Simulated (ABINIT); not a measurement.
**Quasiparticle gap of H3BrO (Cm) in ABINIT**

Wanted: ground state, empty states, screening and self-energy for H3BrO (Cm).

Method: PBEsol and many-body steps on it, plane waves, in ABINIT 10.8.3.

## Step 1: Set-up

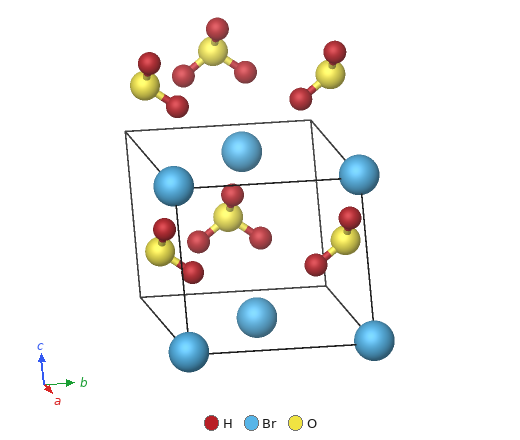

The starting structure, seen slightly off an axis (hydrogen red, bromine blue, oxygen yellow). 1×1×2 cells are drawn. This picture shows the conventional cell, with its axes. Some periodic images of atoms are drawn too.

As a file:

```cif
data_structure
_symmetry_space_group_name_H-M 'P 1'
_symmetry_Int_Tables_number 1
_cell_length_a 4.2763
_cell_length_b 4.2763
_cell_length_c 4.4298
_cell_angle_alpha 108.392
_cell_angle_beta 108.392
_cell_angle_gamma 70.768
_cell_volume 70.53
loop_
_atom_site_label
_atom_site_type_symbol
_atom_site_fract_x
_atom_site_fract_y
_atom_site_fract_z
_atom_site_occupancy
H1 H 0.31447 0.31447 0.35244 1
H2 H 0.64267 0.30794 0.68004 1
H3 H 0.30794 0.64267 0.68004 1
Br4 Br 0.01609 0.01609 0.98866 1
O5 O 0.46024 0.46024 0.53629 1
```

The cell and positions are those that the Materials Project relaxed with its own functionals (PBE, PBE+U or r2SCAN), kept fixed.

## Step 2: Ground state

This step: ABINIT 10.8.3; DFT, PBEsol with spin-orbit coupling, plane waves, norm-conserving pseudopotentials.

The ground-state density comes first.

File run.abi:

```
acell 3*1.0 Angstrom
rprim 
  3.486419000000 -2.476209000000 0.000000000000
  3.486419000000 2.476209000000 -0.000000000000
  -1.714341000000 -0.000000000000 4.084576000000
ntypat 3
znucl 1 35 8
natom 5
typat 1 1 1 2 3
xred 
  0.314472000000 0.314472000000 0.352441000000
  0.642675000000 0.307942000000 0.680036000000
  0.307942000000 0.642675000000 0.680036000000
  0.016087000000 0.016087000000 0.988660000000
  0.460242000000 0.460242000000 0.536286000000
pp_dirpath "pseudos"
pseudos "H.upf, Br.upf, O.upf"
ecut 36
nspinor 2
ngkpt 4 4 4
nshiftk 1
shiftk 0 0 0
kptopt 1
chksymbreak 0
nband 28
occopt 1
tolvrs 1e-10
nstep 60
prtwf 0
optforces 0
optstress 0
indata_prefix "in"
outdata_prefix "out"
tmpdata_prefix "tmp"
```

Command:

```
$ OMP_NUM_THREADS=1 mpirun -n 8 abinit run.abi > log
```

Numbers of over 12 decimals in the logs are rounded to 6 here.

What it wrote:

```text
.Version 10.8.3 of ABINIT. v10.8.2 released Aug 2026.

 Symmetries : space group Cm (#  8); Bravais mC (1-face-center monocl.)
================================================================================
 Values of the parameters that define the memory need of the present run
     intxc =       0    ionmov =       0      iscf =       7    lmnmax =      16
     lnmax =      16     mgfft =      48  mpssoang =       5    mqgrid =    3001
     natom =       5  nloc_mem =       1    nspden =       1   nspinor =       2
    nsppol =       1      nsym =       2    n1xccc =    2501    ntypat =       3
    occopt =       1   xclevel =       2
-    mband =          28        mffmem =           1         mkmem =           3
       mpw =        4928          nfft =       97200          nkpt =          24
================================================================================
  Rough estimation (10% accuracy) of disk space for files :
================================================================================

--------------------------------------------------------------------------------
------------- Echo of variables that govern the present computation ------------
--------------------------------------------------------------------------------
 -outvars: echo values of preprocessed input variables --------
            acell      1.8897261259E+00  1.8897261259E+00  1.8897261259E+00 Bohr

      chksymbreak           0
             ecut      3.60000000E+01 Hartree
-          fftalg         312

              ixc     -116133
              kpt      0.00000000E+00  0.00000000E+00  0.00000000E+00
                       2.50000000E-01  0.00000000E+00  0.00000000E+00
                       5.00000000E-01  0.00000000E+00  0.00000000E+00
                       2.50000000E-01  2.50000000E-01  0.00000000E+00
                       5.00000000E-01  2.50000000E-01  0.00000000E+00
                      -2.50000000E-01  2.50000000E-01  0.00000000E+00
                       5.00000000E-01  5.00000000E-01  0.00000000E+00
                       0.00000000E+00  0.00000000E+00  2.50000000E-01
                       2.50000000E-01  0.00000000E+00  2.50000000E-01
   [... 13 further rows ...]
                      -2.50000000E-01  2.50000000E-01  5.00000000E-01
                       5.00000000E-01  5.00000000E-01  5.00000000E-01
         kptrlatt        4    0    0      0    4    0      0    0    4
          kptrlen      3.23241316E+01
P           mkmem           3
            natom           5
            nband          28
            ngfft          45      45      48
             nkpt          24
          nspinor           2
            nstep          60
             nsym           2
           ntypat           3
              occ      1.000000  1.000000  1.000000  1.000000  1.000000  1.000000
                       1.000000  1.000000  1.000000  1.000000  1.000000  1.000000
                       1.000000  1.000000  1.000000  1.000000  0.000000  0.000000
                       0.000000  0.000000  0.000000  0.000000  0.000000  0.000000
                       0.000000  0.000000  0.000000  0.000000
        optforces           0
        optstress           0
            prtwf           0
            rprim      3.4864190000E+00 -2.4762090000E+00  0.0000000000E+00
[...]
spgroup           8

           tolvrs      1.00000000E-10

             xred      3.1447200000E-01  3.1447200000E-01  3.5244100000E-01
[...]
znucl        1.00000   35.00000    8.00000

================================================================================

 chkinp: Checking input parameters for consistency.

================================================================================
== DATASET  1 ==================================================================
-   mpi_nproc: 8, omp_nthreads: 1 (-1 if OMP is not activated)

--- !DatasetInfo
iteration_state: {dtset: 1, }
dimensions: {natom: 5, nkpt: 24, mband: 28, nsppol: 1, nspinor: 2, nspden: 1, mpw: 4928, }
cutoff_energies: {ecut:  36.0, pawecutdg:  -1.0, }
electrons: {nelect:   1.60000000E+01, charge:   0.00000000E+00, occopt:   1.00000000E+00, tsmear:   1.00000000E-02, }

 Real(R)+Recip(G) space primitive vectors, cartesian coordinates (Bohr,Bohr^-1):
 R(1)=  6.5883771 -4.6793568  0.0000000  G(1)=  0.0758912 -0.1068523  0.0318524
 R(2)=  6.5883771  4.6793568  0.0000000  G(2)=  0.0758912  0.1068523  0.0318524
 R(3)= -3.2396350  0.0000000  7.7187300  G(3)=  0.0000000  0.0000000  0.1295550
 Unit cell volume ucvol=  4.7592712E+02 bohr^3
 Angles (23,13,12)=  1.08392306E+02  1.08392306E+02  7.07681090E+01 degrees

 getcut: wavevector=  0.0000  0.0000  0.0000  ngfft=  45  45  48
         ecut(hartree)=     36.000   => boxcut(ratio)=   2.01608

--- Pseudopotential description ------------------------------------------------
- H Generated using ONCVPSP code by D. R. Hamann
-  1.00000   1.00000  180509                  znucl, zion, pspdat
12 -116133 1 -1 1180                          pspcod,pspxc,lmax,lloc,mmax
     nproj     2     2     0     0
     spin-orbit psp
        nprojso     2     0     0
  pspatm : epsatm=    0.35588979
         --- l  ekb(1:nproj) -->
[...]
spin-orbit 1    0.000425   -0.000168
 pspatm: atomic psp has been read  and splines computed

[...]
12 -116133 2 -1 1110                          pspcod,pspxc,lmax,lloc,mmax
     nproj     2     3     3     0
     spin-orbit psp
        nprojso     4     4     0
  pspatm : epsatm=   10.95331152
         --- l  ekb(1:nproj) -->
[...]
1    5.397627    0.895511    0.010517
             2    2.538838    0.395336    0.000606
  spin-orbit 1    0.408434   -0.256546    0.061347   -0.000368
  spin-orbit 2    0.104500   -0.012246    0.005468   -0.000075
 pspatm: atomic psp has been read  and splines computed

- O Generated using ONCVPSP code by D. R. Hamann
-  8.00000   6.00000  180509                  znucl, zion, pspdat
12 -116133 2 -1 936                           pspcod,pspxc,lmax,lloc,mmax
     nproj     2     2     2     0
     spin-orbit psp
        nprojso     2     2     0
  pspatm : epsatm=    6.23093634
         --- l  ekb(1:nproj) -->
[...]
spin-orbit 1    0.006525    0.002082
  spin-orbit 2   -0.000426    0.000283
 pspatm: atomic psp has been read  and splines computed

   2.92030676E+02                                ecore*ucvol(ha*bohr**3)
--------------------------------------------------------------------------------

_setup2: Arith. and geom. avg. npw (full set) are    4909.141    4909.128

================================================================================

--- !BeginCycle
iteration_state: {dtset: 1, }
solver: {iscf: 7, nstep: 60, nline: 4, wfoptalg: 0, }
tolerances: {tolvrs: 1.00E-10, }

     iter   Etot(hartree)      deltaE(h)  residm     vres2
 ETOT  1  -33.905075818822    -3.391E+01 5.326E-02 2.345E+02
 ETOT  2  -33.939655127221    -3.458E-02 6.138E-03 1.950E+02
 ETOT  3  -33.998161338860    -5.851E-02 2.216E-03 9.697E+00
 ETOT  4  -33.999542299823    -1.381E-03 4.980E-04 5.012E-01
 ETOT  5  -33.999584153725    -4.185E-05 3.082E-04 2.704E-02
 ETOT  6  -33.999586362707    -2.209E-06 7.704E-05 2.592E-03
 ETOT  7  -33.999586534414    -1.717E-07 7.375E-05 7.264E-05
 ETOT  8  -33.999586536171    -1.757E-09 1.806E-05 3.870E-06
 ETOT  9  -33.999586536329    -1.575E-10 1.711E-05 2.995E-07
 ETOT 10  -33.999586536342    -1.332E-11 4.255E-06 1.755E-08
 ETOT 11  -33.999586536342    -2.061E-13 3.972E-06 1.637E-09
 ETOT 12  -33.999586536342    -1.776E-13 9.986E-07 3.702E-10
 ETOT 13  -33.999586536342     5.258E-13 9.263E-07 1.720E-11

 At SCF step   13       vres2   =  1.72E-11 < tolvrs=  1.00E-10 =>converged.

--- !ResultsGS
iteration_state: {dtset: 1, }
comment   : Summary of ground state results
lattice_vectors:
- [  6.5883771,  -4.6793568,   0.0000000, ]
- [  6.5883771,   4.6793568,  -0.0000000, ]
- [ -3.2396350,  -0.0000000,   7.7187300, ]
lattice_lengths: [   8.08103,    8.08103,    8.37102, ]
lattice_angles: [108.392, 108.392,  70.768, ] # degrees, (23, 13, 12)
lattice_volume:   4.7592712E+02
convergence: {deltae:  5.258E-13, res2:  1.720E-11, residm:  9.263E-07, diffor:  0.000E+00, }
etotal    :  -3.39995865E+01
entropy   :   0.00000000E+00
fermie    :  -5.30472101E-02
cartesian_stress_tensor: null
pressure_GPa: null
xred      :
- [  3.1447E-01,   3.1447E-01,   3.5244E-01,  H]
- [  6.4268E-01,   3.0794E-01,   6.8004E-01,  H]
- [  3.0794E-01,   6.4268E-01,   6.8004E-01,  H]
- [  1.6087E-02,   1.6087E-02,   9.8866E-01, Br]
- [  4.6024E-01,   4.6024E-01,   5.3629E-01,  O]
cartesian_forces: null
force_length_stats: {min: null, max: null, mean: null, }

 Integrated electronic density in atomic spheres:
 ------------------------------------------------
 Atom  Sphere_radius  Integrated_density
[...]
================================================================================

 ----iterations are completed or convergence reached----

 Mean square residual over all n,k,spin=   14.731E-10; max=  92.626E-08
 reduced coordinates (array xred) for    5 atoms
       0.314472000000      0.314472000000      0.352441000000
       0.642675000000      0.307942000000      0.680036000000
       0.307942000000      0.642675000000      0.680036000000
       0.016087000000      0.016087000000      0.988660000000
       0.460242000000      0.460242000000      0.536286000000
 rms dE/dt=  0.0000E+00; max dE/dt=  0.0000E+00; dE/dt below (all hartree)
    1       0.000000000000      0.000000000000      0.000000000000
    2       0.000000000000      0.000000000000      0.000000000000
    3       0.000000000000      0.000000000000      0.000000000000
    4       0.000000000000      0.000000000000      0.000000000000
    5       0.000000000000      0.000000000000      0.000000000000

 cartesian coordinates (angstrom) at end:
    1      1.588558     0.000000     1.439572
    2      2.148436    -0.828869     2.777659
    3      2.148436     0.828869     2.777659
    4     -1.582728     0.000000     4.038257
    5      2.289816     0.000000     2.190501
 length scales=  1.889726125908  1.889726125908  1.889726125908 bohr
              =  1.000000000000  1.000000000000  1.000000000000 angstroms
 prteigrs : about to open file out_EIG
 Fermi (or HOMO) energy (hartree) =  -0.05305   Average Vxc (hartree)=  -0.27914
 Eigenvalues (hartree) for nkpt=  24  k points:
 kpt#   1, nband= 28, wtk=  0.01563, kpt=  0.0000  0.0000  0.0000 (reduced coord)
  -0.83989   -0.83989   -0.52253   -0.52253   -0.36854   -0.36854   -0.36542   -0.36542
  -0.19680   -0.19680   -0.08388   -0.08388   -0.06959   -0.06959   -0.05305   -0.05305
   0.10304    0.10304    0.24546    0.24546    0.25910    0.25910    0.28216    0.28216
   0.29221    0.29221    0.37404    0.37404
 prteigrs : prtvol=0 or 1, do not print more k-points.

--- !EnergyTerms
iteration_state     : {dtset: 1, }
comment             : Components of total free energy in Hartree
kinetic             :  1.70833795956583E+01
hartree             :  1.05637311168233E+01
xc                  : -1.02778385359090E+01
Ewald energy        : -1.82828003850878E+01
psp_core            :  6.13603766968692E-01
local_psp           : -3.30126234733352E+01
non_local_psp       : -6.87038621460015E-01
total_energy        : -3.39995865363419E+01
total_energy_eV     : -9.25175881444053E+02
band_energy         : -5.09853889169728E+00

== END DATASET(S) ==============================================================
================================================================================

 -outvars: echo values of variables after computation  --------
           etotal     -3.3999586536E+01
            nband          28
             nkpt          24
          spgroup           8
 [... the other variables as echoed above ...]

 Calculation completed.
```

Elapsed: 48 s, on 8 MPI ranks of Arm Neoverse V2, shared host; peak memory 0.75 GiB.

This step gave:

```yaml
total_energy: -925.1759 eV
gap: 4.247 eV
k_of_the_valence_top: 0, 0, 0
k_of_the_conduction_bottom: 0, 0, 0
least_direct_gap: 4.247 eV
```

The gap is direct, at Γ.

(Continued in part 2 of 3.)

[Paths, hosts, dates, memory and timing lines, banners, echoed tables and standing remarks are left out of the program output.]

[Logs are printed without paths, hosts, clocks, repeated set-up lines and the standing remarks that a program may print on its own settings, such as how far it seeks lower states.]

[Runs of the session that timed out or met a known fault of the program may be left out.]

[Hosts, paths, dates, database ids (printed as entryN), source tags and the programs' standing remarks are cut or masked in the printed files.]

[G0W0 gaps are taken among the corrected bands and points alone; a level outside them can change the order at an edge.]

[Where Ansatz stands beside ABINIT at settings called matched, ABINIT's density can come from a denser mesh and the files from another edition; pairs whose starting gaps differed by over 0.03 eV were left out, so agreement reads better than it is.]
